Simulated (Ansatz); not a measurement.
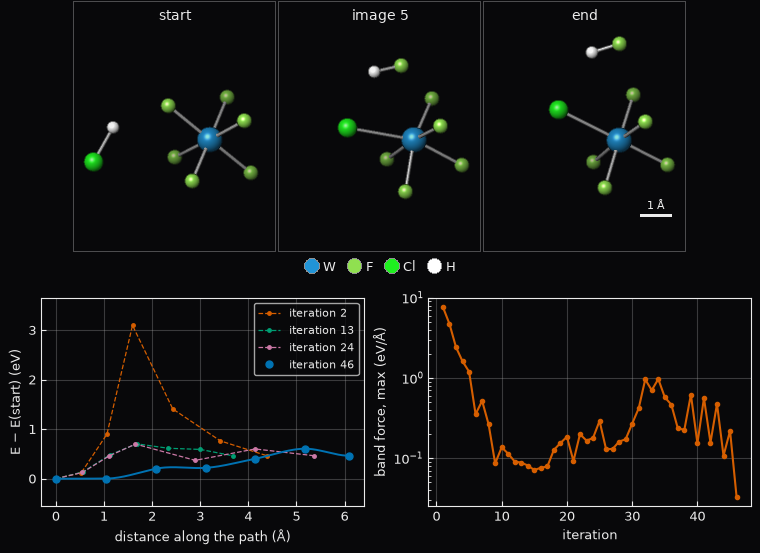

A nudged-elastic-band calculation for WHClF$_{6}$. Images are numbered from 0 (start) to 6 (end). The plot follows the band through its iterations. A ball-and-stick model, seen at a tilt.

Level of theory: RKS LDA/def2-SVP in Ansatz. Set-up: 5 movable images; climbing image; force threshold 0.05 eV/Å; iteration limit 60; starting path through a guess of the saddle point.

How did the profile develop, and is the result final?

The result is final at these settings. The band converged in 46 iterations. The largest component of the band force went from 7.6 to 0.033 eV/Å. The climbing image converged on the top of the path. Its vibrational analysis gives one imaginary mode (91i cm⁻¹), as a transition state must have. The first iteration put the highest image at 5.70 eV. The highest point, image 5, lies 0.61 eV above the start and 0.14 eV above the end; the end is at +0.46 eV relative to the start.
